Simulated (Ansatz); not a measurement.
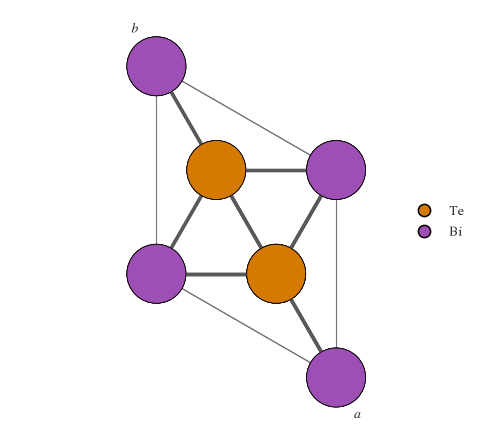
*The relaxed cell of a stack of sheets*

Levels used, each named beside its values: PBE+D3(BJ) (plane waves to 420 eV, PAW; Ansatz, a quantum-chemistry and plane-wave program); PBE+D3(BJ) with spin-orbit coupling (plane waves to 420 eV, PAW; Ansatz); HSE06 (plane waves to 420 eV, PAW; Ansatz). Geometries and values that name no level are of the first. Values not marked SOC have no spin–orbit coupling. Its k-point mesh 9×9×1, Fermi–Dirac width 0.01 eV. HSE06 ran on meshes of its own (6×6×1); its edges and gaps are taken over the mesh and over extra points off it, mostly where PBE has its edges. A dipole correction is on.

### Question
Which stack is drawn? Give its spacing, binding and gap.

### Answer
One answer among several that fit: 2 layers of Bi2Te3, started at antiparallel, shifted by (1/3,2/3) (facing atoms over hollows or bridges).
The gap between facing atomic planes comes out as 2.78 Å, the step of the vacuum level across the stack (top less bottom) is -0.07 eV and the interaction energy of the frozen layers is -25.9 meV/Å². The interaction energy without the D3 term at this geometry is +0.8 meV/Å² and the PBE gap over the mesh and listed points off it is 0.68 eV, direct. The valence and conduction edges under the vacuum level of the lower face is 5.07 and 4.39 eV and the HSE06 gap at the same geometry comes out as 1.03 eV. The PBE+SOC gap at the same geometry comes out as 0.08 eV.
